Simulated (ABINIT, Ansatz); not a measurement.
# A GW chain in ABINIT: MoF6 (Im-3m)

How does a plane-wave GW calculation on MoF6 (Im-3m) run from the first input to the gap?

Program: ABINIT 10.8.3. Level of theory: LDA and many-body steps on it, plane waves. Results are calculated unless marked as measured.

## (1) The starting structure

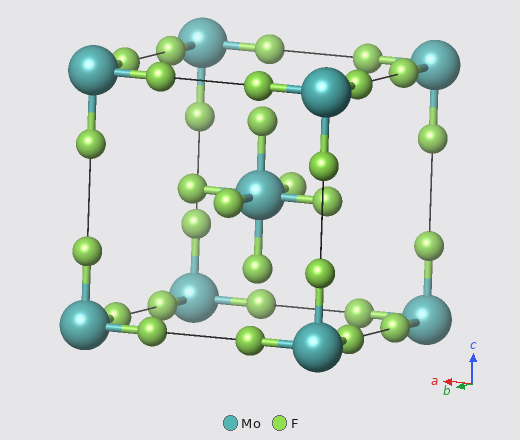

The starting structure, seen from a free direction (molybdenum teal, fluorine green). This picture shows the conventional cell, with its axes. Some periodic images of atoms are drawn too.

The cell and positions are those that the Materials Project relaxed with its own functionals (PBE, PBE+U or r2SCAN), kept fixed.

## (2) Ground state

This step: ABINIT 10.8.3; DFT, LDA, plane waves, norm-conserving pseudopotentials.

The ground-state density comes first.

run.abi

```
acell 3*1.0 Angstrom
rprim 
  -3.167343216100 3.167343216100 3.167343216100
  3.167343216100 -3.167343216100 3.167343216100
  3.167343216100 3.167343216100 -3.167343216100
ntypat 2
znucl 42 9
natom 7
typat 1 2 2 2 2 2 2
xred 
  0.000000000000 0.000000000000 0.000000000000
  0.710671220000 0.710671220000 0.000000000000
  0.289328780000 0.289328780000 0.000000000000
  0.000000000000 0.289328780000 0.289328780000
  0.000000000000 0.710671220000 0.710671220000
  0.710671220000 0.000000000000 0.710671220000
  0.289328780000 0.000000000000 0.289328780000
pp_dirpath "pseudos"
pseudos "Mo.upf, F.upf"
ecut 36
ngkpt 6 6 6
nshiftk 1
shiftk 0 0 0
kptopt 1
chksymbreak 0
nband 35
occopt 1
tolvrs 1e-10
nstep 60
prtwf 0
optforces 0
optstress 0
indata_prefix "in"
outdata_prefix "out"
tmpdata_prefix "tmp"
```

Run with:

```sh
OMP_NUM_THREADS=1 mpirun -n 4 abinit run.abi > log
```

Numbers of over 12 decimals in the logs are rounded to 6 here.

The log of the run:

```text
.Version 10.8.3 of ABINIT. v10.8.2 released Aug 2026.

 Symmetries : space group Im -3 m (#229); Bravais cI (body-center cubic)
================================================================================
 Values of the parameters that define the memory need of the present run
     intxc =       0    ionmov =       0      iscf =       7    lmnmax =       6
     lnmax =       6     mgfft =      60  mpssoang =       3    mqgrid =    3001
     natom =       7  nloc_mem =       1    nspden =       1   nspinor =       1
    nsppol =       1      nsym =      48    n1xccc =    2501    ntypat =       2
    occopt =       1   xclevel =       1
-    mband =          35        mffmem =           1         mkmem =           4
       mpw =        8884          nfft =      216000          nkpt =          16
================================================================================
  Rough estimation (10% accuracy) of disk space for files :
================================================================================

--------------------------------------------------------------------------------
------------- Echo of variables that govern the present computation ------------
--------------------------------------------------------------------------------
 -outvars: echo values of preprocessed input variables --------
            acell      1.8897261259E+00  1.8897261259E+00  1.8897261259E+00 Bohr

      chksymbreak           0
             ecut      3.60000000E+01 Hartree
-          fftalg         312

              ixc       -1012
              kpt      0.00000000E+00  0.00000000E+00  0.00000000E+00
                       1.66666667E-01  0.00000000E+00  0.00000000E+00
                       3.33333333E-01  0.00000000E+00  0.00000000E+00
                       5.00000000E-01  0.00000000E+00  0.00000000E+00
                       1.66666667E-01  1.66666667E-01  0.00000000E+00
                       3.33333333E-01  1.66666667E-01  0.00000000E+00
                       3.33333333E-01  3.33333333E-01  0.00000000E+00
                       1.66666667E-01  1.66666667E-01  1.66666667E-01
                       3.33333333E-01  1.66666667E-01  1.66666667E-01
   [... 5 further rows ...]
                       5.00000000E-01  5.00000000E-01  3.33333333E-01
                       5.00000000E-01  5.00000000E-01  5.00000000E-01
         kptrlatt        6    0    0      0    6    0      0    0    6
          kptrlen      6.22022181E+01
P           mkmem           4
            natom           7
            nband          35
            ngfft          60      60      60
             nkpt          16
            nstep          60
             nsym          48
           ntypat           2
              occ      2.000000  2.000000  2.000000  2.000000  2.000000  2.000000
                       2.000000  2.000000  2.000000  2.000000  2.000000  2.000000
                       2.000000  2.000000  2.000000  2.000000  2.000000  2.000000
                       2.000000  2.000000  2.000000  2.000000  2.000000  2.000000
                       2.000000  2.000000  2.000000  2.000000  0.000000  0.000000
                       0.000000  0.000000  0.000000  0.000000  0.000000
        optforces           0
        optstress           0
            prtwf           0
            rprim     -3.1673432161E+00  3.1673432161E+00  3.1673432161E+00
[...]
spgroup         229

           tolvrs      1.00000000E-10

             xred      0.0000000000E+00  0.0000000000E+00  0.0000000000E+00
[...]
znucl       42.00000    9.00000

================================================================================

 chkinp: Checking input parameters for consistency.

================================================================================
== DATASET  1 ==================================================================
-   mpi_nproc: 4, omp_nthreads: 1 (-1 if OMP is not activated)

--- !DatasetInfo
iteration_state: {dtset: 1, }
dimensions: {natom: 7, nkpt: 16, mband: 35, nsppol: 1, nspinor: 1, nspden: 1, mpw: 8884, }
cutoff_energies: {ecut:  36.0, pawecutdg:  -1.0, }
electrons: {nelect:   5.60000000E+01, charge:   0.00000000E+00, occopt:   1.00000000E+00, tsmear:   1.00000000E-02, }

 Real(R)+Recip(G) space primitive vectors, cartesian coordinates (Bohr,Bohr^-1):
 R(1)= -5.9854112  5.9854112  5.9854112  G(1)=  0.0000000  0.0835364  0.0835364
 R(2)=  5.9854112 -5.9854112  5.9854112  G(2)=  0.0835364  0.0000000  0.0835364
 R(3)=  5.9854112  5.9854112 -5.9854112  G(3)=  0.0835364  0.0835364  0.0000000
 Unit cell volume ucvol=  8.5771296E+02 bohr^3
 Angles (23,13,12)=  1.09471221E+02  1.09471221E+02  1.09471221E+02 degrees

 getcut: wavevector=  0.0000  0.0000  0.0000  ngfft=  60  60  60
         ecut(hartree)=     36.000   => boxcut(ratio)=   2.14279

--- Pseudopotential description ------------------------------------------------
- Mo Generated using ONCVPSP code by D. R. Hamann
- 42.00000  14.00000  180309                  znucl, zion, pspdat
12 -1012 2 -1 1602                            pspcod,pspxc,lmax,lloc,mmax
     nproj     2     2     2
  pspatm : epsatm=   15.87300509
         --- l  ekb(1:nproj) -->
[...]
pspatm: atomic psp has been read  and splines computed

- F Generated using ONCVPSP code by D. R. Hamann
-  9.00000   7.00000  201202                  znucl, zion, pspdat
12 -1012 2 -1 824                             pspcod,pspxc,lmax,lloc,mmax
     nproj     2     2     1
  pspatm : epsatm=    4.94580260
         --- l  ekb(1:nproj) -->
[...]
2   -2.364936
 pspatm: atomic psp has been read  and splines computed

   2.55067796E+03                                ecore*ucvol(ha*bohr**3)
--------------------------------------------------------------------------------

_setup2: Arith. and geom. avg. npw (full set) are    8843.819    8843.793

================================================================================

--- !BeginCycle
iteration_state: {dtset: 1, }
solver: {iscf: 7, nstep: 60, nline: 4, wfoptalg: 0, }
tolerances: {tolvrs: 1.00E-10, }

     iter   Etot(hartree)      deltaE(h)  residm     vres2
 ETOT  1  -216.94706074735    -2.169E+02 1.592E-01 5.638E+03
 ETOT  2  -214.82167472259     2.125E+00 1.306E-01 1.767E+04
 ETOT  3  -217.82249147432    -3.001E+00 3.086E-02 9.630E+02
 ETOT  4  -217.83346056289    -1.097E-02 9.176E-03 9.124E+02
 ETOT  5  -217.77723190528     5.623E-02 4.301E-04 1.359E+03
 ETOT  6  -217.77764137351    -4.095E-04 3.961E-04 1.384E+03
 ETOT  7  -217.93247921330    -1.548E-01 4.875E-02 3.008E+01
 ETOT  8  -217.93717986186    -4.701E-03 2.812E-03 1.220E+01
 ETOT  9  -217.93861787719    -1.438E-03 1.219E-02 6.545E-02
 ETOT 10  -217.93862769063    -9.813E-06 3.308E-04 1.142E-02
 ETOT 11  -217.93862972107    -2.030E-06 1.991E-04 3.714E-04
 ETOT 12  -217.93862976630    -4.523E-08 3.010E-05 2.333E-05
 ETOT 13  -217.93862976953    -3.230E-09 1.208E-05 8.447E-08
 ETOT 14  -217.93862976956    -2.808E-11 1.528E-05 3.345E-10
 ETOT 15  -217.93862976954     1.998E-11 1.170E-05 1.877E-12

 At SCF step   15       vres2   =  1.88E-12 < tolvrs=  1.00E-10 =>converged.

--- !ResultsGS
iteration_state: {dtset: 1, }
comment   : Summary of ground state results
lattice_vectors:
- [ -5.9854112,   5.9854112,   5.9854112, ]
- [  5.9854112,  -5.9854112,   5.9854112, ]
- [  5.9854112,   5.9854112,  -5.9854112, ]
lattice_lengths: [  10.36704,   10.36704,   10.36704, ]
lattice_angles: [109.471, 109.471, 109.471, ] # degrees, (23, 13, 12)
lattice_volume:   8.5771296E+02
convergence: {deltae:  1.998E-11, res2:  1.877E-12, residm:  1.170E-05, diffor:  0.000E+00, }
etotal    :  -2.17938630E+02
entropy   :   0.00000000E+00
fermie    :  -1.61239442E-01
cartesian_stress_tensor: null
pressure_GPa: null
xred      :
- [  0.0000E+00,   0.0000E+00,   0.0000E+00, Mo]
- [  7.1067E-01,   7.1067E-01,   1.6364E-17,  F]
- [  2.8933E-01,   2.8933E-01,   6.6623E-18,  F]
- [  6.6623E-18,   2.8933E-01,   2.8933E-01,  F]
- [  1.6364E-17,   7.1067E-01,   7.1067E-01,  F]
- [  7.1067E-01,   1.6364E-17,   7.1067E-01,  F]
- [  2.8933E-01,   6.6623E-18,   2.8933E-01,  F]
cartesian_forces: null
force_length_stats: {min: null, max: null, mean: null, }

 Integrated electronic density in atomic spheres:
 ------------------------------------------------
 Atom  Sphere_radius  Integrated_density
[...]
================================================================================

 ----iterations are completed or convergence reached----

 Mean square residual over all n,k,spin=   29.609E-09; max=  11.695E-06
 reduced coordinates (array xred) for    7 atoms
[...]
0.000000000000      0.289328780000      0.289328780000
       0.000000000000      0.710671220000      0.710671220000
       0.710671220000      0.000000000000      0.710671220000
       0.289328780000      0.000000000000      0.289328780000
 rms dE/dt=  0.0000E+00; max dE/dt=  0.0000E+00; dE/dt below (all hartree)
    1       0.000000000000      0.000000000000      0.000000000000
    2       0.000000000000      0.000000000000      0.000000000000
    3       0.000000000000      0.000000000000      0.000000000000
    4       0.000000000000      0.000000000000      0.000000000000
    5       0.000000000000      0.000000000000      0.000000000000
    6       0.000000000000      0.000000000000      0.000000000000
    7       0.000000000000      0.000000000000      0.000000000000

 cartesian coordinates (angstrom) at end:
    1      0.000000     0.000000     0.000000
    2     -0.000000     0.000000     4.501879
    3      0.000000    -0.000000     1.832807
    4      1.832807    -0.000000     0.000000
    5      4.501879     0.000000    -0.000000
    6     -0.000000     4.501879     0.000000
    7     -0.000000     1.832807     0.000000
 length scales=  1.889726125908  1.889726125908  1.889726125908 bohr
              =  1.000000000000  1.000000000000  1.000000000000 angstroms
 prteigrs : about to open file out_EIG
 Fermi (or HOMO) energy (hartree) =  -0.16124   Average Vxc (hartree)=  -0.30134
 Eigenvalues (hartree) for nkpt=  16  k points:
 kpt#   1, nband= 35, wtk=  0.00463, kpt=  0.0000  0.0000  0.0000 (reduced coord)
  -2.38979   -1.44480   -1.44480   -1.44480   -0.89375   -0.89088   -0.89088   -0.85413
  -0.85413   -0.85413   -0.31223   -0.31223   -0.27915   -0.27915   -0.27915   -0.26408
  -0.20365   -0.20365   -0.20365   -0.19510   -0.19510   -0.19510   -0.17540   -0.17540
  -0.17540   -0.16124   -0.16124   -0.16124    0.00079    0.00079    0.00079    0.16447
   0.16546    0.16546    0.39215
 prteigrs : prtvol=0 or 1, do not print more k-points.

--- !EnergyTerms
iteration_state     : {dtset: 1, }
comment             : Components of total free energy in Hartree
kinetic             :  1.17731989074921E+02
hartree             :  9.44339805465074E+01
xc                  : -4.22526344693771E+01
Ewald energy        : -9.93626514019109E+01
psp_core            :  2.97381300595834E+00
local_psp           : -2.84306718786070E+02
non_local_psp       : -7.15640773956599E+00
total_energy        : -2.17938629769537E+02
total_energy_eV     : -5.93041223257871E+03
band_energy         : -3.18112807710798E+01

== END DATASET(S) ==============================================================
================================================================================

 -outvars: echo values of variables after computation  --------
           etotal     -2.1793862977E+02
            nband          35
             nkpt          16
          spgroup         229
 [... the other variables as echoed above ...]

 Calculation completed.
```

The job ended after 72 s (4 MPI ranks of Arm Neoverse V2, shared host; peak memory 0.51 GiB).

Numbers from this step:

```
total energy               : -5930.4122 eV
gap                        : 4.278 eV
k of the valence top       : 0, 0, 0
k of the conduction bottom : 0.3333, 0.3333, 0
least direct gap           : 4.374 eV
```

The gap is indirect, with the least direct gap 0.10 eV higher.

[end of part 1 of 3]

[Paths, hosts, dates, memory and timing lines, banners, echoed tables and standing remarks are left out of the program output.]

[Logs are printed without paths, hosts, clocks, repeated set-up lines and the standing remarks that a program may print on its own settings, such as how far it seeks lower states.]

[Runs of the session that timed out or met a known fault of the program may be left out.]

[Hosts, paths, dates, database ids (printed as entryN), source tags and the programs' standing remarks are cut or masked in the printed files.]

[G0W0 gaps are taken among the corrected bands and points alone; a level outside them can change the order at an edge.]

[Where Ansatz stands beside ABINIT at settings called matched, ABINIT's density can come from a denser mesh and the files from another edition; pairs whose starting gaps differed by over 0.03 eV were left out, so agreement reads better than it is.]
